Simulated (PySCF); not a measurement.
# C4H4OSSe: the cost of one run

Programs: PySCF 2.14.0, with routines of our own; each step states its level. All values are computed. Atoms count from 0.

## (1) The system as given

11 atoms, charge 0, multiplicity 1; geometry from: GFN2-xTB.

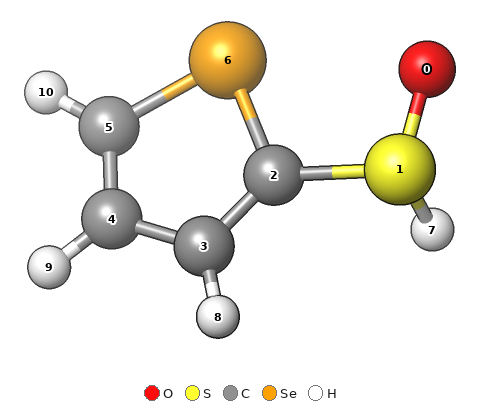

The starting geometry (oxygen red, sulfur yellow, carbon grey, selenium orange, hydrogen white).

## (2) Magnetic properties: GIAO PBE0/pcSseg-1

The job: settings as JSON, then the geometry in Å.

```
{"job": {"kind": "mag", "xc": "PBE0", "basis": "pcSseg-1", "isotopologues": 2}, "charge": 0, "multiplicity": 1}
O      2.700564     1.590519     0.050488
S      2.467593     0.171119     0.329593
C      0.678468     0.059482     0.142088
C     -0.189589    -0.969081     0.334433
C     -1.541811    -0.609601     0.124184
C     -1.733007     0.694020    -0.210629
Se    -0.159284     1.666421    -0.301352
H      2.691007    -0.480516    -0.916944
H      0.122636    -1.962415     0.608056
H     -2.349639    -1.314493     0.226082
H     -2.681515     1.157216    -0.411962
```

With the program's defaults for keys left out, this is: GIAO PBE0/pcSseg-1 magnetisability, rotational g tensor and spin-rotation constants, non-relativistic, gas phase.

Command:

```sh
> OMP_NUM_THREADS=1 python excited_run.py task.json out
```

This one command runs all jobs of the session in turn.

Q: Estimate the wall time and peak memory of this first job on 1 thread of Arm Neoverse N1, shared host.

About 54 s, with a peak of 0.8 GiB.
